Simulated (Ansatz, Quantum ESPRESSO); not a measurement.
# 1T-PtSe2, 1 layer: the energy at a withheld member of a series

How the rows were computed: Quantum ESPRESSO 7.5, PBE, GBRV ultrasoft. Cell and atoms are first relaxed; each strained cell is then held and the atoms relax in it. A periodic run with 15 Å of vacuum in the starting cell gives the vacuum levels, and bands follow along a path. The series steps biaxial strain. Energies count from the lowest.

| biaxial strain | energy (eV) |
| --- | --- |
| -4 % | 0.1169 |
| -3 % | 0.0656 |
| -2 % | 0.0291 |
| -1 % | 0.0074 |
| 1 % | 0.0065 |
| 2 % | 0.0264 |
| 3 % | 0.0591 |
| 4 % | 0.1041 |

To predict: What is the energy at 0 %?

By hand: The rows at -1 % and 1 % give a slope of (0.0065 − (0.0074))/(1 − (−1)) = −0.00045, so a straight line gives 0.0069 eV. A parabola through these and the row at -2 % gives −0.0001 eV.

What the calculation gave: 0.0000 eV. The line misses by +0.0069 and the parabola by −0.0001 eV. The parabola does better.

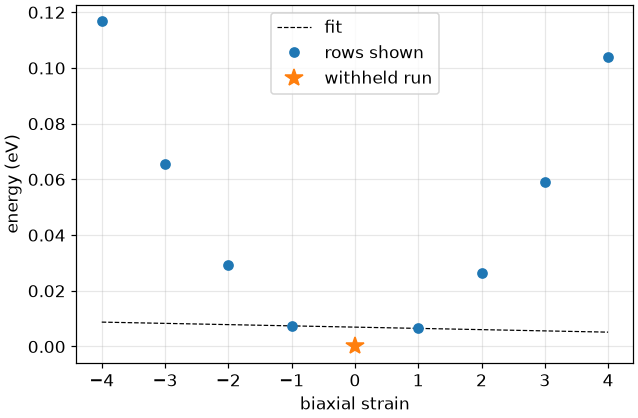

The rows shown, the fit and the withheld run.

**Limits.** Semilocal gaps are too small; the 1×1 cell can't ripple over many cells under compression as a free sheet would. No spin-orbit coupling.
